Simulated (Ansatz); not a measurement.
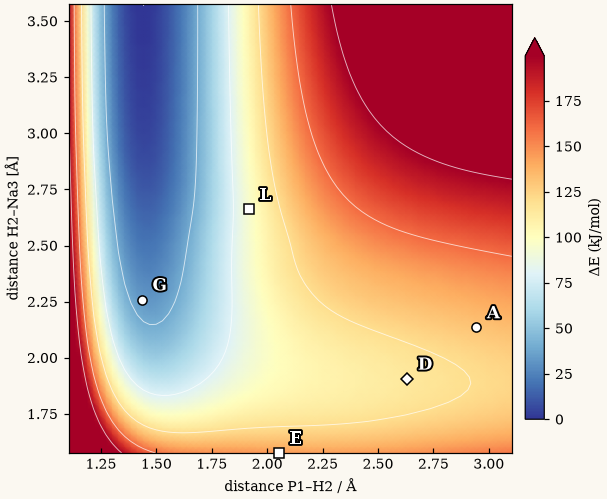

The system P + HNa, spin multiplicity 4. First axis: distance P1–H2. Second axis: distance H2–Na3. Nothing is relaxed (the angle P1–H2–Na3 is fixed at 100 degrees). Grid: 17 × 17 points. Energies are in kJ/mol, from the lowest grid point. In part of the range the unrestricted reference is strongly spin-contaminated. All numbers below come from Ansatz, UKS PBE0-D4/def2-SVPD.

The picture shows a smooth colour map with a few white contour lines, one colour for all values above the top of the scale, lettered points. Between grid points the surface is interpolated.

Is G the lowest point of the computed grid?

Answer. No. G lies 33 kJ/mol above the lowest grid point, which is at distance P1–H2 = 1.434 Å, distance H2–Na3 = 3.576 Å.

What kind of point is each of A, L: minimum, saddle, maximum or slope?

Answer. A: on a slope; L: on a slope. (In these two coordinates alone; a stationary point may lie a little off the grid point.)
